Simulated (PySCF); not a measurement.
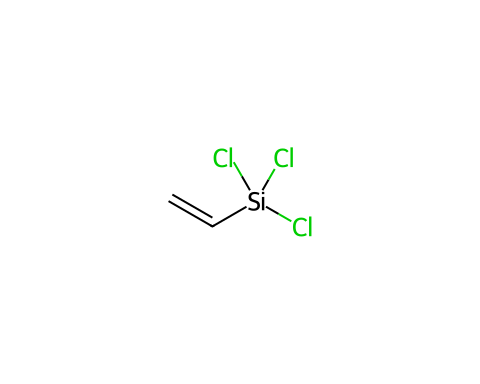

The geometry was computed by an optimisation with PBE0-D3(BJ)/def2-SVP. No frequency run is at hand to confirm it as a minimum. Program: PySCF 2.14.0.

Tabulate HOMO–LUMO gap (eV), HOMO energy (eV), dipole (D) at these levels: B3LYP/def2-SVPD; B3LYP/def2-SVPD in chloroform (IEF-PCM); B3LYP/def2-SVPD in water (IEF-PCM); BHandHLYP/aug-pcX-1 (pcseg-1 on H) (def2-SVPD on Si) (def2-SVPD on Cl); PBE0/pcSseg-1 in chloroform (IEF-PCM); PBE0/pcSseg-1 in water (IEF-PCM); WP04/pcSseg-1 in chloroform (IEF-PCM); ωB97X-D/pcSseg-1 in chloroform (IEF-PCM).

```tsv
level	HOMO–LUMO gap (eV)	HOMO energy (eV)	dipole (D)
B3LYP/def2-SVPD	6.91	−8.45	2.29
B3LYP/def2-SVPD in chloroform (IEF-PCM)	6.92	−8.25	2.82
B3LYP/def2-SVPD in water (IEF-PCM)	6.92	−8.19	3.05
BHandHLYP/aug-pcX-1 (pcseg-1 on H) (def2-SVPD on Si) (def2-SVPD on Cl)	9.36	−9.66	2.38
PBE0/pcSseg-1 in chloroform (IEF-PCM)	7.42	−8.56	3.01
PBE0/pcSseg-1 in water (IEF-PCM)	7.43	−8.50	3.20
WP04/pcSseg-1 in chloroform (IEF-PCM)	6.37	−9.54	3.01
ωB97X-D/pcSseg-1 in chloroform (IEF-PCM)	11.09	−10.43	3.08
```
